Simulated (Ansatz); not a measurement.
# BCl2HO + NH3: a complex and its separated parts, part 2 of 2

Ansatz 0.2.0, Gaussian basis. Earlier steps stand in the parts before.

## 13. CAM-B3LYP-D4/def2-TZVPP

The inputs:

parta/in.yaml

```yaml
crystal:
  periodic: [false, false, false]
  atoms:
    - {symbol: B, position_ang: [-0.918983, -0.201930, 0.375972]}
    - {symbol: O, position_ang: [-1.448114, 0.851335, -0.262665]}
    - {symbol: Cl, position_ang: [-0.803153, -1.780214, -0.397951]}
    - {symbol: Cl, position_ang: [-0.336723, 0.009059, 2.007571]}
    - {symbol: H, position_ang: [-1.743222, 0.647677, -1.155240]}
basis:
  gaussian: {orbitals: def2-TZVPP}
hamiltonian: {xc: {name: CAM-B3LYP}, dispersion: d4}
```

partb/in.yaml

```yaml
crystal:
  periodic: [false, false, false]
  atoms:
    - {symbol: H, position_ang: [1.314310, 1.015010, 0.156874]}
    - {symbol: N, position_ang: [1.038108, 0.073831, -0.094828]}
    - {symbol: H, position_ang: [1.619542, -0.559274, 0.440350]}
    - {symbol: H, position_ang: [1.278235, -0.055294, -1.070084]}
basis:
  gaussian: {orbitals: def2-TZVPP}
hamiltonian: {xc: {name: CAM-B3LYP}, dispersion: d4}
```

One command serves all of them, each in its own folder.

On the command line:

```bash
$ ansatz run in.yaml --threads 4 --pin off --events-out ev --progress --plain --max-ram 9574MiB
```

Log of parta, cut to the lines that bear on the results:

```text
Functional definition: CAM-B3LYP
  name "CAM-B3LYP"
  cite "Yanai, Tew & Handy, Chem. Phys. Lett. 393, 51 (2004) doi:10.1016/j.cplett.2004.06.011"
  cite "Iikura, Tsuneda, Yanai & Hirao, J. Chem. Phys. 115, 3540 (2001) doi:10.1063/1.1383587"
  cite "Becke, Phys. Rev. A 38, 3098 (1988) doi:10.1103/PhysRevA.38.3098"
  cite "Lee, Yang & Parr, Phys. Rev. B 37, 785 (1988) doi:10.1103/PhysRevB.37.785"
[...]
1005 factors; their error is unknown
191 factors; integrals over basis functions are off by at most 1.5e-5 eV
[...]
mean field -27790.35462172 eV, -1021.2766953693 hartree, gradient 3.0e-5 eV, S^2 0.000000; 0 other end points of the search recorded, 0 dependent functions left out
reference -27790.35473250 eV, -1021.2766994403 hartree; 24, 24 occupied and 136, 136 virtual orbitals, 1005 factors
Total energy: -27790.45382824 eV, -1021.2803411418 hartree
```

Output in partb, cut to the lines that bear on the results:

```text
[... 6 set-up lines as earlier in the session ...]
[...]
  # Exact exchange under (alpha + beta erf(omega r))/r, Becke's under what is left of 1/r.
[...]
332 factors; their error is unknown
102 factors; integrals over basis functions are off by at most 1.4e-5 eV
[...]
mean field -1539.00928913 eV, -56.5575481977 hartree, gradient 6.3e-5 eV, S^2 0.000000; 0 other end points of the search recorded, 0 dependent functions left out
reference -1539.00935721 eV, -56.5575506995 hartree; 5, 5 occupied and 68, 68 virtual orbitals, 332 factors
Total energy: -1539.01808261 eV, -56.5578713520 hartree
```

Wall times: 1.6 s (parta), 0.25 s (partb) on 4 threads of Arm Neoverse V1, shared host.

## 14. wB97X-V/def2-TZVPP

The same edit goes into each in.yaml of step 13 (parta, partb):

```diff
-hamiltonian: {xc: {name: CAM-B3LYP}, dispersion: d4}
+hamiltonian: {xc: {name: wB97X-V}}
```

The same command starts each run, in its folder.

On the command line:

```bash
$ ansatz run in.yaml --threads 4 --pin off --events-out ev --progress --plain --max-ram 9574MiB
```

Output in parta, cut to the lines that bear on the results:

```text
Functional definition: wB97X-V
  name "wB97X-V"
  cite "Mardirossian & Head-Gordon, Phys. Chem. Chem. Phys. 16, 9904 (2014) doi:10.1039/C3CP54374A"
[... 2 set-up lines as earlier in the session ...]
[...]
      + integral(e_c_pw_opposite_spin*poly(b97_u_opposite, cos0, cos1)) + vv10(b, c)
999 factors; their error is unknown
174 factors; integrals over basis functions are off by at most 3.1e-5 eV
[...]
mean field -27786.07102398 eV, -1021.1192760559 hartree, gradient 5.6e-5 eV, S^2 0.000000; 0 other end points of the search recorded, 0 dependent functions left out
reference -27786.07102242 eV, -1021.1192759984 hartree; 24, 24 occupied and 136, 136 virtual orbitals, 999 factors
Total energy: -27786.07102242 eV, -1021.1192759984 hartree
```

Output in partb, cut to the lines that bear on the results:

```text
[... 5 set-up lines as earlier in the session ...]
[...]
      + integral(e_c_pw_opposite_spin*poly(b97_u_opposite, cos0, cos1)) + vv10(b, c)
332 factors; their error is unknown
93 factors; integrals over basis functions are off by at most 8.0e-6 eV
[...]
mean field -1539.14323584 eV, -56.5624706482 hartree, gradient 1.3e-5 eV, S^2 0.000000; 0 other end points of the search recorded, 0 dependent functions left out
reference -1539.14323474 eV, -56.5624706078 hartree; 5, 5 occupied and 68, 68 virtual orbitals, 332 factors
Total energy: -1539.14323474 eV, -56.5624706078 hartree
```

Times: 3.1 s (parta), 0.55 s (partb) on 4 threads of Arm Neoverse V1, shared host.

## 15. wB97M-V/def2-TZVPP

The same edit goes into each in.yaml of step 14 (parta, partb):

```diff
-hamiltonian: {xc: {name: wB97X-V}}
+hamiltonian: {xc: {name: wB97M-V}}
```

One command serves all of them, each in its own folder.

On the command line:

```bash
$ ansatz run in.yaml --threads 4 --pin off --events-out ev --progress --plain --max-ram 9574MiB
```

Output in parta, cut to the lines that bear on the results:

```text
Functional definition: wB97M-V
  name "wB97M-V"
  cite "Mardirossian & Head-Gordon, J. Chem. Phys. 144, 214110 (2016) doi:10.1063/1.4952647"
[... 2 set-up lines as earlier in the session ...]
  # Of w^i u^j: cxij and so on, Table III.
[...]
  gx(w, u) = 1 - cx + cx01*u + cx10*w
[...]
      + integral(e_c_pw_mod_opposite_spin*gos(b97_w_opposite, b97_u_opposite)) + vv10(b, c)
999 factors; their error is unknown
174 factors; integrals over basis functions are off by at most 3.1e-5 eV
[...]
mean field -27788.69427888 eV, -1021.2156788954 hartree, gradient 2.7e-5 eV, S^2 0.000000; 0 other end points of the search recorded, 0 dependent functions left out
reference -27788.69431709 eV, -1021.2156802996 hartree; 24, 24 occupied and 136, 136 virtual orbitals, 999 factors
Total energy: -27788.69431709 eV, -1021.2156802996 hartree
```

partb printed, cut to the lines that bear on the results:

```text
[... 5 set-up lines as earlier in the session ...]
  # Of w^i u^j: cxij and so on, Table III.
[...]
  gx(w, u) = 1 - cx + cx01*u + cx10*w
[...]
      + integral(e_c_pw_mod_opposite_spin*gos(b97_w_opposite, b97_u_opposite)) + vv10(b, c)
332 factors; their error is unknown
93 factors; integrals over basis functions are off by at most 8.0e-6 eV
[...]
mean field -1538.84211338 eV, -56.5514046019 hartree, gradient 5.4e-5 eV, S^2 0.000000; 0 other end points of the search recorded, 0 dependent functions left out
reference -1538.84214025 eV, -56.5514055895 hartree; 5, 5 occupied and 68, 68 virtual orbitals, 332 factors
Total energy: -1538.84214025 eV, -56.5514055895 hartree
```

They took 3.9 s (parta), 0.55 s (partb) on 4 threads of Arm Neoverse V1, shared host.

## 16. B2PLYP/def2-TZVPP

The same edit goes into each in.yaml of step 15 (parta, partb):

```diff
-hamiltonian: {xc: {name: wB97M-V}}
+hamiltonian: {xc: {name: B2PLYP}}
```

Each run has its own folder and the same command.

On the command line:

```bash
$ ansatz run in.yaml --threads 4 --pin off --events-out ev --progress --plain --max-ram 9574MiB
```

Log of parta, cut to the lines that bear on the results:

```text
Functional definition: B2PLYP
  name "B2PLYP"
  cite "Grimme, J. Chem. Phys. 124, 034108 (2006) doi:10.1063/1.2148954"
[... 2 set-up lines as earlier in the session ...]
[...]
985 factors; integrals over basis functions are off by at most 7.8e-4 eV
[...]
mean field -27775.36322590 eV, -1020.7257717345 hartree, gradient 5.2e-6 eV, S^2 0.000000; 0 other end points of the search recorded, 0 dependent functions left out
12 core orbitals not correlated: weight in the atoms' cores, before any rotation towards them, 1.000 or more for the frozen orbitals, at most 0.000 for the correlated occupied ones
reference -27775.36336939 eV, -1020.7257770075 hartree; 12, 12 occupied and 136, 136 virtual orbitals, 985 factors
second order -23.44792154 eV of doubles, -0.00000000 eV of singles
Total energy: -27781.69430820 eV, -1020.9584347178 hartree
```

Output in partb, cut to the lines that bear on the results:

```text
[... 5 set-up lines as earlier in the session ...]
[...]
416 factors; integrals over basis functions are off by at most 9.5e-4 eV
[...]
mean field -1536.38006680 eV, -56.4609260592 hartree, gradient 8.3e-6 eV, S^2 0.000000; 0 other end points of the search recorded, 0 dependent functions left out
1 core orbitals not correlated: weight in the atoms' cores, before any rotation towards them, 1.000 or more for the frozen orbitals, at most 0.000 for the correlated occupied ones
reference -1536.38015702 eV, -56.4609293744 hartree; 4, 4 occupied and 68, 68 virtual orbitals, 416 factors
second order -7.62125287 eV of doubles, -0.00000000 eV of singles
Total energy: -1538.43789529 eV, -56.5365498612 hartree
```

Wall times: 2.1 s (parta), 0.3 s (partb) on 4 threads of Arm Neoverse V1, shared host.

## 17. PBE-QIDH/def2-TZVPP

The same edit goes into each in.yaml of step 16 (parta, partb):

```diff
-hamiltonian: {xc: {name: B2PLYP}}
+hamiltonian: {xc: {name: PBE-QIDH}}
```

Each run has its own folder and the same command.

On the command line:

```bash
$ ansatz run in.yaml --threads 4 --pin off --events-out ev --progress --plain --max-ram 9574MiB
```

Log of parta, cut to the lines that bear on the results:

```text
Functional definition: PBE-QIDH
  name "PBE-QIDH"
  cite "Brémond, Sancho-García, Pérez-Jiménez & Adamo, J. Chem. Phys. 141, 031101 (2014) doi:10.1063/1.4890314"
[... 1 set-up line as earlier in the session ...]
[...]
985 factors; integrals over basis functions are off by at most 7.8e-4 eV
[...]
mean field -27767.21809191 eV, -1020.4264435814 hartree, gradient 4.8e-6 eV, S^2 0.000000; 0 other end points of the search recorded, 0 dependent functions left out
12 core orbitals not correlated: weight in the atoms' cores, before any rotation towards them, 1.000 or more for the frozen orbitals, at most 0.000 for the correlated occupied ones
reference -27767.21810182 eV, -1020.4264439455 hartree; 12, 12 occupied and 136, 136 virtual orbitals, 985 factors
second order -21.78119790 eV of doubles, -0.00000000 eV of singles
Total energy: -27774.47850112 eV, -1020.6932586985 hartree
```

Output in partb, cut to the lines that bear on the results:

```text
[... 4 set-up lines as earlier in the session ...]
[...]
416 factors; integrals over basis functions are off by at most 9.5e-4 eV
[...]
mean field -1535.33263290 eV, -56.4224335731 hartree, gradient 2.1e-6 eV, S^2 0.000000; 0 other end points of the search recorded, 0 dependent functions left out
1 core orbitals not correlated: weight in the atoms' cores, before any rotation towards them, 1.000 or more for the frozen orbitals, at most 0.000 for the correlated occupied ones
reference -1535.33263966 eV, -56.4224338217 hartree; 4, 4 occupied and 68, 68 virtual orbitals, 416 factors
second order -7.10247952 eV of doubles, -0.00000000 eV of singles
Total energy: -1537.70013283 eV, -56.5094375911 hartree
```

Wall times: 2.1 s (parta), 0.3 s (partb) on 4 threads of Arm Neoverse V1, shared host.

## 18. RPA on PBE/def2-TZVPP

The same edit goes into each in.yaml of step 17 (parta, partb):

```diff
-hamiltonian: {xc: {name: PBE-QIDH}}
+hamiltonian: {xc: pbe}
+correlation: {method: rpa}
```

One command serves all of them, each in its own folder.

On the command line:

```bash
$ ansatz run in.yaml --threads 4 --pin off --events-out ev --progress --plain --max-ram 9574MiB
```

parta printed, cut to the lines that bear on the results:

```text
[... 4 set-up lines as earlier in the session ...]
[...]
985 factors; integrals over basis functions are off by at most 7.8e-4 eV
[...]
mean field -27777.21766451 eV, -1020.7939210963 hartree, gradient 6.0e-6 eV, S^2 0.000000; 0 other end points of the search recorded, 0 dependent functions left out
12 core orbitals not correlated: weight in the atoms' cores, before any rotation towards them, 1.000 or more for the frozen orbitals, at most 0.000 for the correlated occupied ones
reference -27736.50982808 eV, -1019.2979357003 hartree; 12, 12 occupied and 136, 136 virtual orbitals, 985 factors
Total energy: -27767.27153279 eV, -1020.4284074974 hartree
```

Output in partb, cut to the lines that bear on the results:

```text
[... 4 set-up lines as earlier in the session ...]
[...]
416 factors; integrals over basis functions are off by at most 9.5e-4 eV
[...]
mean field -1537.73158880 eV, -56.5105935765 hartree, gradient 7.2e-6 eV, S^2 0.000000; 0 other end points of the search recorded, 0 dependent functions left out
1 core orbitals not correlated: weight in the atoms' cores, before any rotation towards them, 1.000 or more for the frozen orbitals, at most 0.000 for the correlated occupied ones
reference -1529.64052868 eV, -56.2132526015 hartree; 4, 4 occupied and 68, 68 virtual orbitals, 416 factors
Total energy: -1540.11764640 eV, -56.5982795758 hartree
```

Times: 1.9 s (parta), 0.35 s (partb) on 4 threads of Arm Neoverse V1, shared host.

## 19. CCSD(T)/def2-TZVPP

Each input of step 18 (parta, partb) changes in the same lines:

```diff
-hamiltonian: {xc: pbe}
-correlation: {method: rpa}
+correlation: {method: ccsd_t}
```

The same command starts each run, in its folder.

On the command line:

```bash
$ ansatz run in.yaml --threads 4 --pin off --events-out ev --progress --plain --max-ram 9574MiB
```

Log of parta, cut to the lines that bear on the results:

```text
Functional definition: HF
  name "HF"
  cite "Fock, Z. Phys. 61, 126 (1930) doi:10.1007/BF01340294"
[... 1 set-up line as earlier in the session ...]
[...]
985 factors; integrals over basis functions are off by at most 7.8e-4 eV
[...]
mean field -27737.73167963 eV, -1019.3428379167 hartree, gradient 1.7e-6 eV, S^2 0.000000; 0 other end points of the search recorded, 0 dependent functions left out
12 core orbitals not correlated: weight in the atoms' cores, before any rotation towards them, 1.000 or more for the frozen orbitals, at most 0.000 for the correlated occupied ones
reference -27737.73167963 eV, -1019.3428379167 hartree; 12, 12 occupied and 136, 136 virtual orbitals, 985 factors
second order -19.35241918 eV of doubles, -0.00000000 eV of singles
cycle   1  -19.77574211 eV  change   -4.2e-1 eV  update   8.7e-2
[...]
cycle   9  -20.25532034 eV  change   -8.8e-6 eV  update   1.3e-5
perturbative correction -0.84931454 eV, -0.0312117335 hartree
Total energy: -27758.83631451 eV, -1020.1184189432 hartree
```

Log of partb, cut to the lines that bear on the results:

```text
[... 4 set-up lines as earlier in the session ...]
[...]
416 factors; integrals over basis functions are off by at most 9.5e-4 eV
[...]
mean field -1529.85239601 eV, -56.2210385821 hartree, gradient 4.0e-6 eV, S^2 0.000000; 0 other end points of the search recorded, 0 dependent functions left out
1 core orbitals not correlated: weight in the atoms' cores, before any rotation towards them, 1.000 or more for the frozen orbitals, at most 0.000 for the correlated occupied ones
reference -1529.85239601 eV, -56.2210385821 hartree; 4, 4 occupied and 68, 68 virtual orbitals, 416 factors
second order -6.38841366 eV of doubles, -0.00000000 eV of singles
cycle   1  -6.57744941 eV  change   -1.9e-1 eV  update   3.9e-2
[...]
cycle   9  -6.72936667 eV  change    3.3e-6 eV  update   2.3e-6
perturbative correction -0.20704114 eV, -0.0076086214 hartree
Total energy: -1536.78880381 eV, -56.4759468672 hartree
```

They took 16 s (parta), 0.4 s (partb) on 4 threads of Arm Neoverse V1, shared host; peak memory 1.1 GiB.

## 20. Vibrations of BCl2HO

File vib-parta/in.yaml:

```yaml
crystal:
  periodic: [false, false, false]
  atoms:
    - {symbol: B, position_ang: [-0.918983, -0.201930, 0.375972]}
    - {symbol: O, position_ang: [-1.448114, 0.851335, -0.262665]}
    - {symbol: Cl, position_ang: [-0.803153, -1.780214, -0.397951]}
    - {symbol: Cl, position_ang: [-0.336723, 0.009059, 2.007571]}
    - {symbol: H, position_ang: [-1.743222, 0.647677, -1.155240]}
basis:
  gaussian: {orbitals: def2-TZVP}
hamiltonian: {xc: pbe0, dispersion: d4}
phonons: {temperatures: {t_min: 298.15, t_max: 900, t_step: 200}}
```

On the command line:

```bash
$ ansatz run in.yaml --threads 4 --pin off --events-out ev --progress --plain --max-ram 9574MiB
```

Standard output, cut to the lines that bear on the results:

```text
[... 5 set-up lines as earlier in the session ...]
[...]
900 factors; their error is unknown
[...]
mean field -27779.30476009 eV, -1020.8706204444 hartree, gradient 2.5e-5 eV, S^2 0.000000; 0 other end points of the search recorded, 0 dependent functions left out
[...]
Atom 2 at    -0.803153    -1.780214    -0.397951 Å, force    -0.000056    -0.000223    -0.000306 eV/Å
Atom 3 at    -0.336723     0.009059     2.007571 Å, force    -0.000152     0.000193    -0.000237 eV/Å
Atom 4 at    -1.743222     0.647677    -1.155240 Å, force    -0.000059     0.000140     0.000003 eV/Å
Dipole moment:    -0.142412     0.026347    -0.346232 e Å
Vibrations: 264.89 354.73 507.27 565.88 583.51 866.99 1128.96 1382.79 3870.35 cm⁻¹, zero-point energy 0.590498 eV
```

Run time: 33 s. Hardware: 4 threads of Arm Neoverse V1, shared host.

The modes, with what each moves most:

| mode | wavenumber (cm⁻¹) | character |
| --- | --- | --- |
| 1 | 265 | bend |
| 2 | 355 | bend |
| 3 | 507 | torsion with out-of-plane bend |
| 4 | 566 | B–Cl stretch |
| 5 | 584 | torsion |
| 6 | 867 | B–Cl stretch with bend |
| 7 | 1129 | bend |
| 8 | 1383 | B–O stretch |
| 9 | 3870 | O–H stretch |

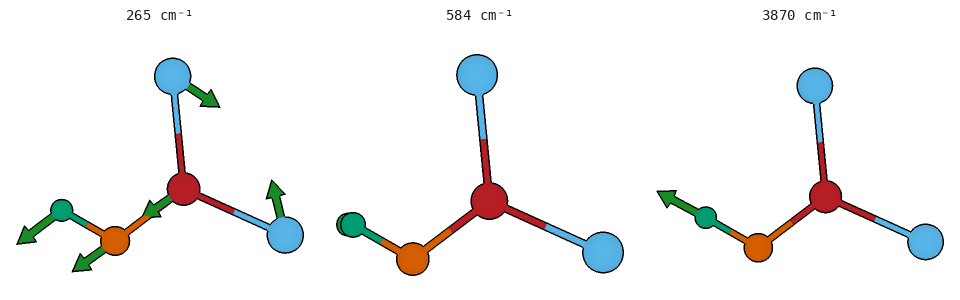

Displacements of 3 modes, as arrows.

Vibrational sums (real modes only):

| T (K) | entropy (J/mol/K) | heat capacity (J/mol/K) |
| --- | --- | --- |
| 298 | 19.4 | 31.9 |
| 498 | 39.8 | 47.1 |
| 698 | 57.1 | 54.9 |
| 898 | 71.5 | 59.4 |

## 21. Vibrations of NH3

File vib-partb/in.yaml:

```yaml
crystal:
  periodic: [false, false, false]
  atoms:
    - {symbol: H, position_ang: [1.314310, 1.015010, 0.156874]}
    - {symbol: N, position_ang: [1.038108, 0.073831, -0.094828]}
    - {symbol: H, position_ang: [1.619542, -0.559274, 0.440350]}
    - {symbol: H, position_ang: [1.278235, -0.055294, -1.070084]}
basis:
  gaussian: {orbitals: def2-TZVP}
hamiltonian: {xc: pbe0, dispersion: d4}
phonons: {temperatures: {t_min: 298.15, t_max: 900, t_step: 200}}
```

On the command line:

```bash
$ ansatz run in.yaml --threads 4 --pin off --events-out ev --progress --plain --max-ram 9574MiB
```

Standard output, cut to the lines that bear on the results:

```text
[... 5 set-up lines as earlier in the session ...]
[...]
287 factors; their error is unknown
[...]
mean field -1537.79931038 eV, -56.5130822986 hartree, gradient 1.4e-5 eV, S^2 0.000000; 0 other end points of the search recorded, 0 dependent functions left out
[...]
Atom 1 at     1.038108     0.073831    -0.094828 Å, force     0.003114     0.002620    -0.002377 eV/Å
Atom 2 at     1.619542    -0.559274     0.440350 Å, force    -0.000259    -0.000988     0.000870 eV/Å
Atom 3 at     1.278235    -0.055294    -1.070084 Å, force    -0.001382     0.000551     0.002321 eV/Å
Dipole moment:     0.343327     0.055957    -0.058907 e Å
Vibrations: 1031.97 1669.65 1669.70 3501.78 3630.48 3631.03 cm⁻¹, zero-point energy 0.938226 eV
```

It took 1.7 s on 4 threads of Arm Neoverse V1, shared host.

The modes, with what each moves most:

| mode | wavenumber (cm⁻¹) | character |
| --- | --- | --- |
| 1 | 1032 | bend |
| 2 | 1670 | bend |
| 3 | 1670 | bend |
| 4 | 3502 | N–H stretch |
| 5 | 3630 | N–H stretch |
| 6 | 3631 | N–H stretch |

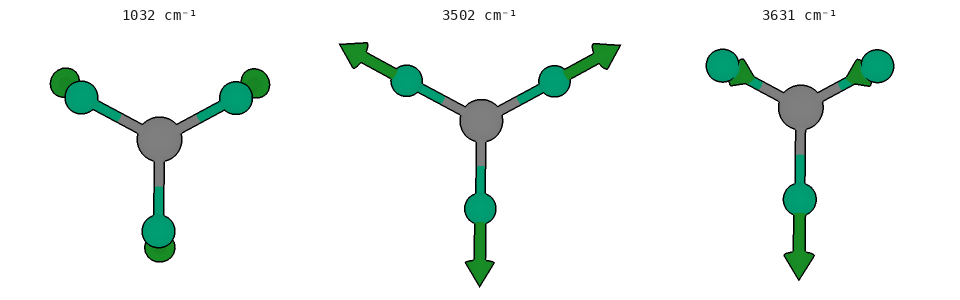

Displacements of 3 modes, as arrows.

Vibrational sums (real modes only):

| T (K) | entropy (J/mol/K) | heat capacity (J/mol/K) |
| --- | --- | --- |
| 298 | 0.4 | 1.8 |
| 498 | 2.6 | 7.4 |
| 698 | 6.0 | 13.4 |
| 898 | 10.0 | 18.8 |

## 22. Complex less separated parts

The complex's own energies come from single points at the same levels.

Rows are in def2-TZVPP; times add the 3 runs of a level on a shared host, so small differences are noise.

Differences are taken before rounding.

| method | rung | complex less parts (kJ/mol) | from CCSD(T) (kJ/mol) | time |
| --- | --- | --- | --- | --- |
| SPW92 | LDA | -113.2 | -37.1 | 2 s |
| PBE-D4 | GGA | -76.8 | -0.6 | 3.2 s |
| BLYP-D4 | GGA | -62.4 | +13.8 | 3.4 s |
| r2SCAN-D4 | meta-GGA | -80.0 | -3.9 | 7 s |
| B97M-V | meta-GGA | -69.0 | +7.1 | 13 s |
| PBE0-D4 | hybrid | -84.7 | -8.6 | 4.7 s |
| B3LYP-D4 | hybrid | -70.3 | +5.8 | 4.3 s |
| r2SCAN0-D4 | hybrid | -86.3 | -10.1 | 8 s |
| BHLYP-D4 | hybrid | -78.3 | -2.2 | 4.2 s |
| CAM-B3LYP-D4 | range-separated hybrid | -77.5 | -1.4 | 4.9 s |
| wB97X-V | range-separated hybrid | -81.1 | -5.0 | 11 s |
| wB97M-V | range-separated hybrid | -80.1 | -4.0 | 13 s |
| B2PLYP | double hybrid | -65.8 | +10.3 | 7.4 s |
| PBE-QIDH | double hybrid | -86.1 | -9.9 | 7.4 s |
| RPA on PBE | RPA | -67.3 | +8.9 | 7.1 s |
| Hartree-Fock | wavefunction | -50.8 | +25.3 |  |
| MP2 | wavefunction | -82.1 | -5.9 |  |
| CCSD | wavefunction | -73.4 | +2.8 |  |
| CCSD(T) | wavefunction | -76.1 | 0 | 2.4 min |

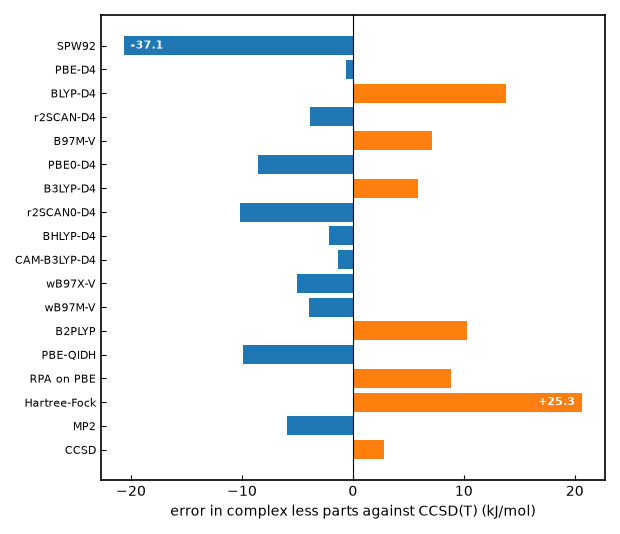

Error of each method against CCSD(T). Bars with a number in them are cut short.

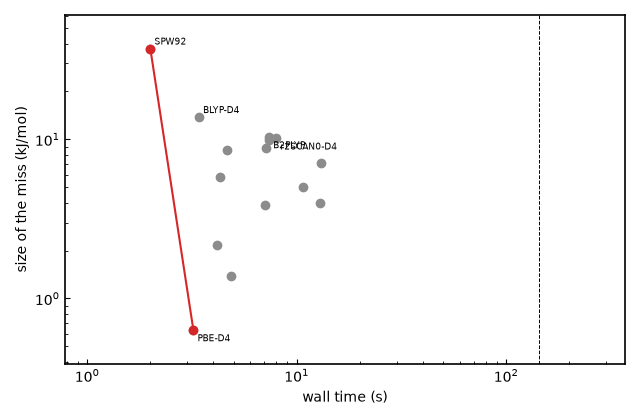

Accuracy for the time spent; red marks the levels that beat every quicker one drawn (of those quicker than the yardstick), and the dashed line is the time of CCSD(T). Only those levels and the largest misses are named. Times are from a shared host.

PBE-D4 reaches 0.6 kJ/mol from the reference in 3.2 s, where CCSD(T) took 2.4 min; the quickest level in the cost chart, SPW92, takes 2 s and misses by 37.1 kJ/mol.

The complex's zero-point energy, from a separate PBE0-D4 run, is 1.681 eV.

## 23. Results

This closing draws on all 2 parts.

| quantity | value |
| --- | --- |
| complex less parts, CCSD(T)/def2-TZVPP | -76.1 kJ/mol |
| with zero-point energy | -61.4 kJ/mol |
| largest T1 diagnostic | 0.011 |

What this shows: At CCSD(T) the complex lies 76.1 kJ/mol below its parts. The functionals run from PBE-D4, off by -0.6 kJ/mol, to SPW92, off by -37.1 kJ/mol, against CCSD(T). By rung, the mean size of the error is: LDA 37.1, GGA 7.2, meta-GGA 5.5, hybrid 6.7, range-separated hybrid 3.5, double hybrid 10.1 kJ/mol. The double hybrids carry no dispersion term here, unlike the levels marked D4 or V. PBE-D4 gives a relative energy 0.6 kJ/mol too low, inside chemical accuracy (1 kcal/mol, 4.2 kJ/mol). No counterpoise was applied, and triple zeta lacks some correlation, so the CCSD(T) reference has a basis error of its own, and close matches with it are partly luck.
